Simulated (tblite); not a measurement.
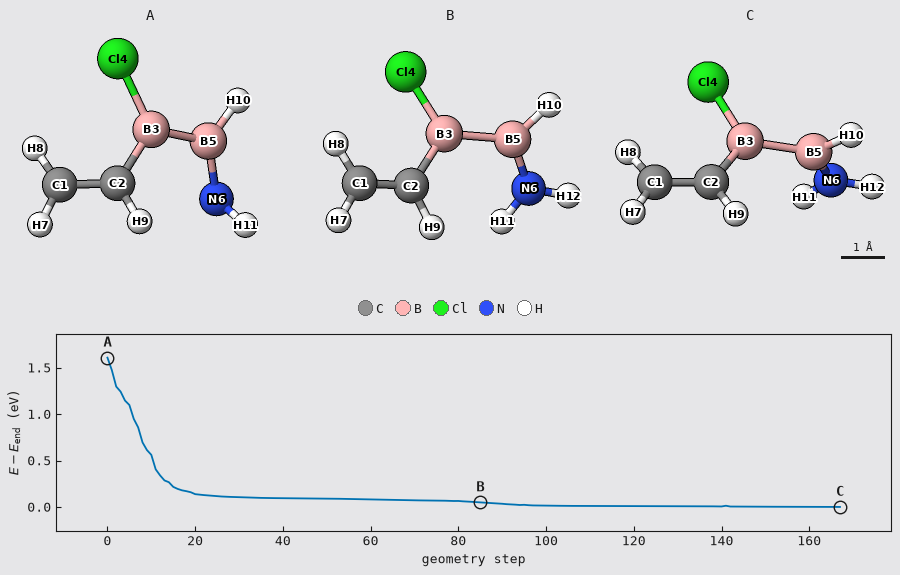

Frames of a relaxation of C2H6B2ClN, marked on the history of the run. The picture is a ball-and-stick view, seen at a tilt.

Computed with GFN2-xTB geometry optimisation, gas phase in tblite 0.8.0. 

Q: What happens along the run?

A: The largest move after the best rigid fit is that of H11, 1.95 Å. Largest moves by element: H 1.95 Å, Cl 1.22 Å, N 0.67 Å, B 0.49 Å, C 0.40 Å. Near-neighbour distances that change, for instance: B5–N6 1.500 → 1.383 Å, B3–Cl4 1.833 → 1.728 Å, N6–H11 1.034 → 1.007 Å, C1–C2 1.351 → 1.332 Å. Among the angles between lasting bonds that change: N6–B5–H10 124.7° → 115.3°, B5–N6–H11 114.8° → 123.9°, C2–C1–H7 115.4° → 122.9°. Groups turn about B3–B5 by about 75°, C2–B3 by about 25°. Over 167 geometry steps the energy falls by 1.608 eV. The run took 1.4 s on 1 thread of Arm Neoverse N1 (shared host). From step 0 to 85: H12 moves most (1.33 Å), energy −1.559 eV. From step 85 to 167: H atoms move most (1.04 Å), energy −0.049 eV.

| step | E − E(0), eV |
| --- | --- |
| 0 | 0.0000 |
| 1 | -0.1344 |
| 2 | -0.3117 |
| 3 | -0.3661 |
| 4 | -0.4624 |
| 5 | -0.5101 |
| 6 | -0.6596 |
| 7 | -0.7510 |
| 8 | -0.9133 |
| 9 | -0.9954 |
| 10 | -1.0468 |
| 18 | -1.4383 |
| 27 | -1.4980 |
| 35 | -1.5105 |
| 43 | -1.5152 |
| 51 | -1.5184 |
| 60 | -1.5270 |
| 68 | -1.5347 |
| 76 | -1.5402 |
| 84 | -1.5563 |
| 93 | -1.5833 |
| 101 | -1.5945 |
| 109 | -1.5970 |
| 117 | -1.5980 |
| 126 | -1.5997 |
| 134 | -1.6008 |
| 142 | -1.6036 |
| 150 | -1.6058 |
| 159 | -1.6071 |
| 167 | -1.6080 |
